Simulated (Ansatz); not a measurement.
# CsBi2, pressure series

Consider CsBi₂ in the cubic Laves (MgCu2 type) structure (space group Fd-3m, No. 227; a = 9.627 Å; a cell from a computed database, its experimental status unchecked).

Cell and atoms are relaxed at each pressure.

Method: plane-wave PAW DFT at the PBEsol level (Ansatz, a program for electronic structure, 420 eV), no spin-orbit coupling.

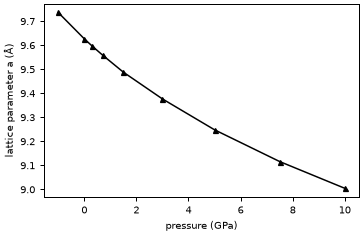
Figure. Lattice parameter a against pressure

Question: From the plot, what is the lattice parameter a for pressure 10 GPa?

Answer: About 9.00 Å.

Question: Is the trend monotonic over the range shown?

Answer: Yes, it falls throughout, spanning 9.004 Å to 9.736 Å.

Load acts through the strain it causes; cell and atoms are relaxed under it. Whether these cells are dynamically stable was not tested. Competing high-pressure phases were not computed.
